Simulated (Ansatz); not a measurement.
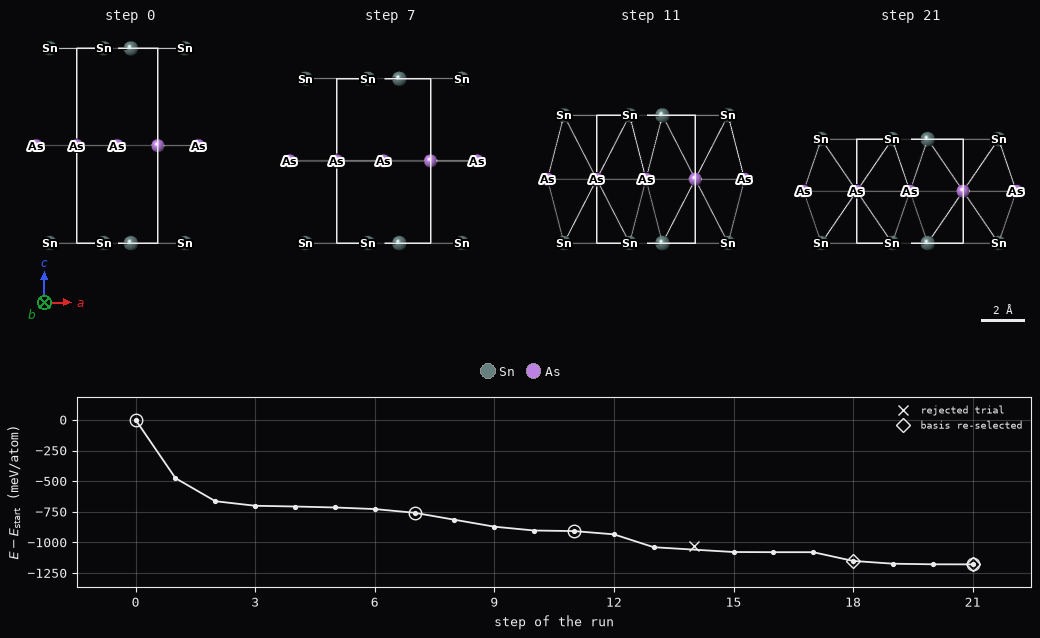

Frames of a relaxation of crystalline Sn$_{2}$As$_{3}$ (a generated structure, set up in P6/mmm) (coarse preliminary run), marked on the history of the run. Style: ball-and-stick. Shown: the cell of the calculation, along the b axis.

Computed with Ansatz, DFT PBE, scalar-relativistic, plane waves, PAW.

Input file:
```yaml
crystal:
  lattice:
    - [4.43718347, 0.0, 0.0]
    - [-2.21859174, 3.84271361, 0.0]
    - [0.0, 0.0, 9.22729837]
  atoms:
    - { symbol: Sn, position: [0.33333333, 0.66666667, 0.0] }
    - { symbol: Sn, position: [0.66666667, 0.33333333, 0.0] }
    - { symbol: As, position: [0.5, 0.0, 0.5] }
    - { symbol: As, position: [0.0, 0.5, 0.5] }
    - { symbol: As, position: [0.5, 0.5, 0.5] }
basis:
  ecutwfc: 420
kpoints:
  mp_grid: { grid: [6, 6, 2] }
hamiltonian:
  xc: pbe
scf:
  occupations: { method: gaussian, width: 0.1 }
  lower_state_search: "off"
output:
  forces: true
  stress: true
  eigenvalues: true
relax:
  adjacent_minimum: "off"
  f_tol: 0.04
  max_steps: 70
  cell: { stress_tol: 0.4 }
```

Command:
```bash
ansatz run input.yaml --threads 1 --pin off --max-ram 2560MiB --backend cpu --events-out ev --progress --plain --runs-dir out
```

Q: What happens along the run?

A: The energy falls by 1179 meV per atom in 18 accepted moves (21 points after the start). All forces vanish by symmetry, so only the cell relaxes. Pressure: 22.91 GPa at the start and −0.21 GPa at the end. The line search rejected the trial step at point 14 of the run. At 2 points the geometry stayed and the basis and grid were re-selected for the new cell (energy shift of 71.2 meV per atom at most each time). The atoms keep their places relative to the cell (all moves are under 0.005 Å). The volume changes by −8.3 %, with a = b 4.437 → 5.817 Å (+31.1 %), c 9.227 → 4.924 Å (−46.6 %). Some distances before and after: Sn1–As3 4.788 → 2.980 Å, Sn1–Sn2 2.562 → 3.359 Å, As3–As4 2.219 → 2.909 Å. New bonds form, among them: Sn1–As3 (4.79 → 2.98 Å), Sn1–As4 (4.79 → 2.98 Å), Sn1–As5 (4.79 → 2.98 Å), Sn2–As3 (4.79 → 2.98 Å). The space group stays P6/mmm (No. 191). From step 0 to 7: volume +12.8 %, energy −758 meV per atom. From step 7 to 11: volume −14.2 %, energy −149 meV per atom. From step 11 to 21: volume −5.2 %, energy −271 meV per atom.

```csv
step,"E − E(0), meV/atom","pressure, GPa","volume, Å³/atom",note
0,0.00,22.91,31.467,
1,-475.70,10.41,34.584,
2,-663.68,3.64,37.361,
3,-700.75,1.06,38.954,
4,-706.85,0.32,39.405,
5,-714.76,-0.65,38.861,
6,-727.64,-1.17,37.304,
7,-758.10,-1.19,35.480,
8,-814.82,-1.38,33.701,
9,-871.42,-1.44,31.927,
10,-902.64,0.17,29.830,
11,-907.36,-1.87,30.439,
12,-933.94,-0.25,28.742,
13,-1039.03,-0.55,27.335,
14,-1031.22,4.97,25.547,rejected
15,-1078.08,-0.76,27.127,
16,-1079.46,0.09,26.831,
17,-1079.52,0.08,26.841,
18,-1150.70,3.43,26.841,"same geometry, new basis"
19,-1173.44,1.37,27.861,
20,-1178.33,-0.22,28.862,
21,-1178.71,-0.21,28.862,"same geometry, new basis"
```
